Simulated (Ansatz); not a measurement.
# CH6O2Si (SMILES C[SiH](O)O): wB97M-V/cc-pVDZ

What is the electronic atomisation energy of CH6O2Si at wB97M-V/cc-pVDZ? 

The results are computed with Ansatz 0.2.0.

59 further runs of the same task are left out: 59 set aside as unsound or not needed.

**1. Starting point**

The species is CH6O2Si (10 atoms), meant as a singlet with charge 0. As SMILES, `C[SiH](O)O`. The shape is that of a PBE0-D4/def2-TZVP optimisation. This is one conformer, not always the lowest.

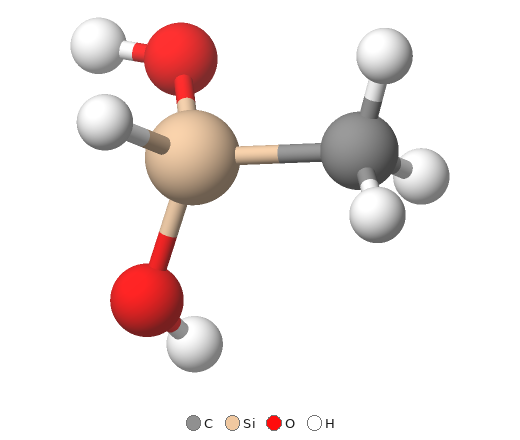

Viewed from a chosen angle; carbon grey, silicon light orange, oxygen red, hydrogen white.

**2. A single-point energy at wB97M-V/cc-pVDZ**

File input.yaml:

```yaml
basis:
  gaussian: {orbitals: cc-pVDZ}
crystal:
  periodic: [false, false, false]
  atoms:
    - {symbol: C, position_ang: [-1.293000, 0.347800, -0.146400]}
    - {symbol: Si, position_ang: [0.517500, 0.180000, 0.206800]}
    - {symbol: O, position_ang: [0.650400, -1.156000, 1.160800]}
    - {symbol: O, position_ang: [1.425000, 0.058500, -1.161600]}
    - {symbol: H, position_ang: [-1.681100, -0.549800, -0.635600]}
    - {symbol: H, position_ang: [-1.853400, 0.489100, 0.780800]}
    - {symbol: H, position_ang: [-1.484400, 1.203800, -0.797400]}
    - {symbol: H, position_ang: [1.088600, 1.369900, 0.884700]}
    - {symbol: H, position_ang: [1.521500, -1.366900, 1.499800]}
    - {symbol: H, position_ang: [1.192100, -0.627600, -1.788900]}
hamiltonian: {xc: {name: wB97M-V}}
accuracy: high
output: {orbitals: {seedname: orbitals}}
```

Started as:

```sh
$ ansatz run input.yaml --threads 1 --pin off --max-ram 3480MiB --events-out events.jsonl --progress --plain --runs-dir runs
```

The log of the run:

```text
Warning: RAYON_NUM_THREADS=1 ignored (pool sized by the plan → 1); use --threads N
Functional definition: wB97M-V
  name "wB97M-V"
  parameter omega = 0.3/bohr
  parameter cx = 0.15
  parameter cx01 = 1.007
  parameter cx10 = 0.259
  parameter css00 = 0.443
  parameter css04 = -1.437
  parameter css10 = -4.535
  parameter css20 = -3.390
  parameter css43 = 4.278
  parameter cos00 = 1.000
  parameter cos10 = 1.358
  parameter cos20 = 2.924
  parameter cos21 = -8.812
  parameter cos60 = -1.390
  parameter cos61 = 9.142
  parameter b = 6.0
  parameter c = 0.01
  gx(w, u) = 1 - cx + cx01*u + cx10*w
  gss(w, u) = css00 + css04*u^4 + css10*w + css20*w^2 + css43*w^4*u^3
  gos(w, u) = cos00 + cos10*w + (cos20 + cos21*u)*w^2 + (cos60 + cos61*u)*w^6
  exchange = spin_sum(e_x_unif_sr(omega)*gx(b97_w, b97_u_x)) + cx*exact_x_sr(omega) + exact_x_lr(omega)
  correlation = spin_sum(e_c_pw_mod_same_spin*gss(b97_w, b97_u_same))
      + integral(e_c_pw_mod_opposite_spin*gos(b97_w_opposite, b97_u_opposite)) + vv10(b, c)
2099 factors; integrals over basis functions are off by at most 3.5e-9 eV
377 factors; integrals over basis functions are off by at most 2.3e-9 eV
mean field evaluation 1: about -13099.6518 eV, gradient 6.1e1 eV
mean field evaluation 2: about -13100.5584 eV, gradient 5.9e1 eV
mean field evaluation 4: about -13106.3991 eV, gradient 1.4e0 eV
mean field evaluation 8: about -13106.5331 eV, gradient 2.2e-2 eV
mean field evaluation 16: about -13106.5331 eV, gradient 1.2e-5 eV
mean field -13106.53307597 eV, -481.6562066147 hartree, gradient 4.6e-8 eV, S^2 0.000000; 0 other end points of the search recorded, 0 dependent functions left out
reference -13106.53308046 eV, -481.6562067799 hartree; 21, 21 occupied and 69, 69 virtual orbitals, 2099 factors
Total energy: -13106.53308046 eV, -481.6562067799 hartree
```

Wall time 76 s (1 thread of Arm Neoverse V2, shared host); peak memory 0.59 GiB.

**3. The C atom at the same level**

File in.yaml:

```yaml
crystal:
  periodic: [false, false, false]
  atoms:
    - {symbol: C, position_ang: [0.000000, 0.000000, 0.000000]}
basis:
  gaussian:
    orbitals: cc-pVDZ
magnetization:
  spin_polarized: true
  initial_magnetization: 2
accuracy: high
hamiltonian:
  xc: {name: wB97M-V}
```

Run the same way, it converges to -37.83841 Eh (log not shown).

**4. The H atom, same level**

File input.yaml:

```yaml
crystal:
  periodic: [false, false, false]
  atoms:
    - {symbol: H, position_ang: [0.000000, 0.000000, 0.000000]}
basis:
  gaussian:
    orbitals: cc-pVDZ
magnetization:
  spin_polarized: true
  initial_magnetization: 1
hamiltonian:
  xc: {name: wB97M-V}
accuracy: high
```

Started as:

```sh
$ ansatz run input.yaml --threads 1 --pin off --max-ram 3480MiB --events-out events.jsonl --progress --plain --runs-dir runs
```

The log of the run:

```text
Warning: RAYON_NUM_THREADS=1 ignored (pool sized by the plan → 1); use --threads N
Functional definition: wB97M-V
  name "wB97M-V"
  parameter omega = 0.3/bohr
  parameter cx = 0.15
  parameter cx01 = 1.007
  parameter cx10 = 0.259
  parameter css00 = 0.443
  parameter css04 = -1.437
  parameter css10 = -4.535
  parameter css20 = -3.390
  parameter css43 = 4.278
  parameter cos00 = 1.000
  parameter cos10 = 1.358
  parameter cos20 = 2.924
  parameter cos21 = -8.812
  parameter cos60 = -1.390
  parameter cos61 = 9.142
  parameter b = 6.0
  parameter c = 0.01
  gx(w, u) = 1 - cx + cx01*u + cx10*w
  gss(w, u) = css00 + css04*u^4 + css10*w + css20*w^2 + css43*w^4*u^3
  gos(w, u) = cos00 + cos10*w + (cos20 + cos21*u)*w^2 + (cos60 + cos61*u)*w^6
  exchange = spin_sum(e_x_unif_sr(omega)*gx(b97_w, b97_u_x)) + cx*exact_x_sr(omega) + exact_x_lr(omega)
  correlation = spin_sum(e_c_pw_mod_same_spin*gss(b97_w, b97_u_same))
      + integral(e_c_pw_mod_opposite_spin*gos(b97_w_opposite, b97_u_opposite)) + vv10(b, c)
15 factors; integrals over basis functions are off by at most 4.6e-8 eV
15 factors; integrals over basis functions are off by at most 1.0e-9 eV
mean field evaluation 1: about -13.3773 eV, gradient 3.5e-1 eV
mean field evaluation 2: about -13.3784 eV, gradient 3.8e-1 eV
mean field evaluation 4: about -13.3801 eV, gradient 7.4e-5 eV
mean field evaluation 8: about -13.3801 eV, gradient 3.3e-9 eV
mean field -13.38010900 eV, -0.4917099363 hartree, gradient 8.8e-9 eV, S^2 0.750000; 0 other end points of the search recorded, 0 dependent functions left out
reference -13.38011109 eV, -0.4917100131 hartree; 1, 0 occupied and 4, 5 virtual orbitals, 15 factors
Total energy: -13.38011109 eV, -0.4917100131 hartree
```

It took 0.59 s on 1 thread of Arm Neoverse V2, shared host; peak memory 0.1 GiB.

**5. The O atom**

File in.yaml:

```yaml
crystal:
  periodic: [false, false, false]
  atoms:
    - symbol: O
      position_ang: [0.000000, 0.000000, 0.000000]
basis:
  gaussian: {orbitals: cc-pVDZ}
magnetization: {spin_polarized: true, initial_magnetization: 2}
hamiltonian: {xc: {name: wB97M-V}}
accuracy: high
```

Run the same way, it converges to -75.04943 Eh (log not shown).

**6. The Si atom**

File input.yaml:

```yaml
crystal:
  periodic: [false, false, false]
  atoms:
    - {symbol: Si, position_ang: [0.000000, 0.000000, 0.000000]}
basis:
  gaussian: {orbitals: cc-pVDZ}
magnetization: {spin_polarized: true, initial_magnetization: 2}
hamiltonian: {xc: {name: wB97M-V}}
accuracy: high
```

Run the same way, it converges to -289.35038 Eh (log not shown).

**7. Outcome**

Level: wB97M-V/cc-pVDZ.

| quantity | value |
| --- | --- |
| molecule: total energy | -481.65621 Eh |
| molecule: HOMO energy | -10.57 eV |
| molecule: LUMO energy | 3.19 eV |
| molecule: HOMO–LUMO gap | 13.76 eV |
| C atom: total energy | -37.83841 Eh |
| C atom: ⟨S²⟩ | 2.001 |
| H atom: total energy | -0.49171 Eh |
| H atom: ⟨S²⟩ | 0.750 |
| O atom: total energy | -75.04943 Eh |
| O atom: ⟨S²⟩ | 2.002 |
| Si atom: total energy | -289.35038 Eh |
| Si atom: ⟨S²⟩ | 2.001 |
| electronic atomisation energy | 38.594 eV |

In words: Taking the molecule apart into free atoms costs 38.59 eV (890 kcal/mol), before zero-point energy and without spin-orbit coupling.
